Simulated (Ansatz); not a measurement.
## GaN: response to strain

Take GaN in the wurtzite structure (space group P6_3mc, No. 186) as the base.

```yaml
crystal:
  lattice:
    - [3.21837, 0.00000, 0.00000]
    - [-1.60918, 2.78719, 0.00000]
    - [0.00000, 0.00000, 5.24320]
  atoms:
    - { symbol: Ga, position: [0.33333, 0.66667, 0.00014] }
    - { symbol: Ga, position: [0.66667, 0.33333, 0.50014] }
    - { symbol: N, position: [0.33333, 0.66667, 0.37686] }
    - { symbol: N, position: [0.66667, 0.33333, 0.87686] }
```

Cartesian axes are those of the cell as printed.

Strains are applied to the cell and any free atomic positions relax.

Level of theory: DFT with PBE, PAW potentials and a 420 eV plane-wave cutoff in Ansatz (a first-principles code), without spin-orbit coupling.

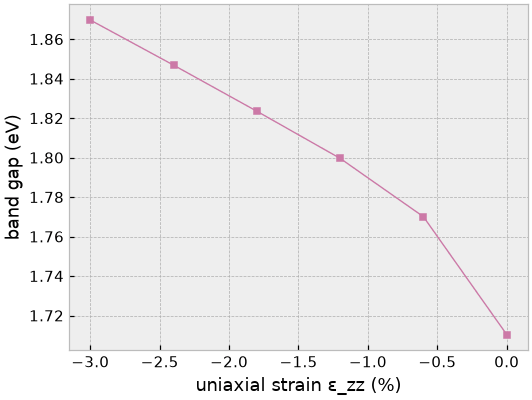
Band gap against uniaxial strain ε_zz

From the plot, what is the band gap for uniaxial strain ε_zz = −3.00 %?

About 1.87 eV.

Is the trend monotonic over the range shown?

Yes, it falls throughout, spanning 1.71 eV to 1.87 eV.

Stability against distortions was not tested.
